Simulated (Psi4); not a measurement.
# NOF (nitrosyl fluoride): B3LYP/def2-TZVP (sweep point 3)

Aim: the vertical ionisation energy of NOF (nitrosyl fluoride) at B3LYP/def2-TZVP (sweep point 3), from 2 runs. 

The calculation is run with Psi4 1.11.

**1. The system as given**

NOF: 3 atoms, total charge 0, spin state singlet. As SMILES, `O=NF`. The shape is that of a GFN2-xTB optimisation.

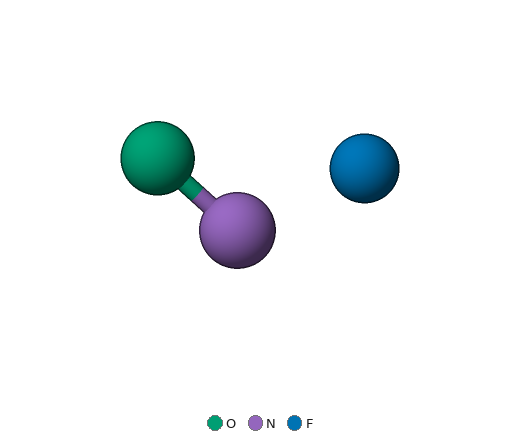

Viewed from a chosen angle; oxygen teal, nitrogen purple, fluorine blue.

**2. The energy at B3LYP/def2-TZVP (sweep point 3)**

File job.inp:

```
memory 1600 MB

molecule {
  0 1
  O      1.66530225     0.45933573     0.96725632
  N      0.27829997    -0.91016769     0.05497213
  F     -1.94362111     0.45085086    -1.02224735
  units au
  symmetry c1
}

set puream true
set scf_type pk
set dft_radial_points 99
set dft_spherical_points 590

result, w = energy('b3lyp/def2-TZVP', return_wfn=True)
```

The run is started by

```console
$ psi4 -n 1 job.inp job.out
```

job.out:

```text
[...]
  Running in c1 symmetry.
[...]
  Nuclear repulsion =   65.836732049838020
[...]
  Multiplicity = 1
[...]
  Nalpha       = 12
  Nbeta        = 12
[...]
    Number of basis functions: 93
[...]
   @RKS iter   1:  -229.75350423392067   -3.44872e-01   4.95970e-03 ADIIS/DIIS
[...]
   @RKS iter   8:  -229.81538814925659   -4.00651e-08   6.39543e-07 DIIS
[...]
    Orbital Energies [Eh]
    ---------------------
    Doubly Occupied:
       1A    -24.693334     2A    -19.290844     3A    -14.565521
       4A     -1.317809     5A     -1.176227     6A     -0.727214
       7A     -0.599488     8A     -0.571715     9A     -0.557011
      10A     -0.420389    11A     -0.409305    12A     -0.353238
[...]
  @RKS Final Energy:  -229.81538814925659
   => Energetics <=
    Nuclear Repulsion Energy =             65.8367320498380195
    One-Electron Energy =                -446.9623322968450339
    Two-Electron Energy =                 172.1708443737922209
    DFT Exchange-Correlation Energy =     -20.8606322760417981
    Empirical Dispersion Energy =           0.0000000000000000
    VV10 Nonlocal Energy =                  0.0000000000000000
    Total Energy =                       -229.8153881492565915
[...]
 Multipole Moments:
 ------------------------------------------------------------------------------------
     Multipole            Electronic (a.u.)      Nuclear  (a.u.)        Total (a.u.)
 ------------------------------------------------------------------------------------
 L = 1.  Multiply by 2.5417464519 to convert [e a0] to [Debye]
 Dipole X            :         -0.5063178            1.0280149            0.5216971
 Dipole Y            :          0.0345342           -0.1911438           -0.1566095
 Dipole Z            :         -0.0000000            0.0000000           -0.0000000
 Magnitude           :                                                    0.5446966
[...]
```

It took 5.7 s on 1 thread of AMD EPYC 9R45 (Zen 5), shared host; peak memory 0.74 GiB.

**3. The doublet cation, same level**

File fno.in:

```
memory 1600 mb

molecule mol {
  1 2
  O      1.66530225     0.45933573     0.96725632
  N      0.27829997    -0.91016769     0.05497213
  F     -1.94362111     0.45085086    -1.02224735
  units au
  symmetry c1
}

set {
  basis                def2-TZVP
  reference            uks
  puream               true
  scf_type             pk
  dft_radial_points    99
  dft_spherical_points 590
  maxiter              150
}

e, wfn = energy("b3lyp", return_wfn=True)
print_variables()
```

The run is started by

```console
$ psi4 -i fno.in -o fno.out -n 1
```

fno.out:

```text
[...]
  Running in c1 symmetry.
[...]
  Nuclear repulsion =   65.836732049838020
[...]
  Multiplicity = 2
[...]
  Nalpha       = 12
  Nbeta        = 11
[...]
    Number of basis functions: 93
[...]
   @UKS iter   1:  -229.27596389045490    1.32669e-01   4.04134e-03 DIIS/ADIIS
[...]
   @UKS iter  11:  -229.33367675494964   -9.60173e-08   7.81951e-07 DIIS
[...]
   @S^2 Observed:                7.664434720E-01
[...]
    Orbital Energies [Eh]
    ---------------------
    Alpha Occupied:
       1A    -25.117297     2A    -19.723021     3A    -14.972755
       4A     -1.711317     5A     -1.575232     6A     -1.112446
       7A     -0.994691     8A     -0.945508     9A     -0.943222
      10A     -0.795872    11A     -0.788969    12A     -0.769091
    Alpha Virtual:
      13A     -0.510253    14A     -0.401464    15A     -0.102798
      16A     -0.041647    17A      0.012663    18A      0.015441
      19A      0.097267    20A      0.132253    21A      0.164632
      22A      0.180608    23A      0.251914    24A      0.284122
      25A      0.353918    26A      0.409086    27A      0.555189
[...]
  @UKS Final Energy:  -229.33367675494964
   => Energetics <=
    Nuclear Repulsion Energy =             65.8367320498380195
    One-Electron Energy =                -437.7483883964148390
    Two-Electron Energy =                 163.0732973844481251
    DFT Exchange-Correlation Energy =     -20.4953177928209307
    Empirical Dispersion Energy =           0.0000000000000000
    VV10 Nonlocal Energy =                  0.0000000000000000
    Total Energy =                       -229.3336767549496358
[...]
 Multipole Moments:
 ------------------------------------------------------------------------------------
     Multipole            Electronic (a.u.)      Nuclear  (a.u.)        Total (a.u.)
 ------------------------------------------------------------------------------------
 L = 1.  Multiply by 2.5417464519 to convert [e a0] to [Debye]
 Dipole X            :         -0.3916381            1.0280149            0.6363768
 Dipole Y            :         -0.0848910           -0.1911438           -0.2760348
 Dipole Z            :         -0.0000000            0.0000000           -0.0000000
 Magnitude           :                                                    0.6936646
[...]
```

Run time: 9.9 s. Hardware: 1 thread of AMD EPYC 9R45 (Zen 5), shared host; peak memory 0.74 GiB.

**4. Summary of results**

Level: B3LYP/def2-TZVP (sweep point 3).

```
                                          quantity          value
                         singlet NOF: total energy  -229.81539 Eh
                        singlet NOF: dipole moment         1.38 D
                          singlet NOF: HOMO energy       -9.61 eV
                          singlet NOF: LUMO energy       -3.76 eV
                        singlet NOF: HOMO–LUMO gap        5.85 eV
                      doublet cation: total energy  -229.33368 Eh
doublet cation: HOMO energy (highest over α and β)      -20.90 eV
 doublet cation: LUMO energy (lowest over α and β)      -16.64 eV
                              doublet cation: ⟨S²⟩          0.766
vertical ionisation energy (to the doublet cation)      13.108 eV
```

What this shows: The vertical ionisation energy comes to 13.11 eV (302 kcal/mol). The negative HOMO energy of the first species, 9.61 eV, lies 3.50 eV below that difference.
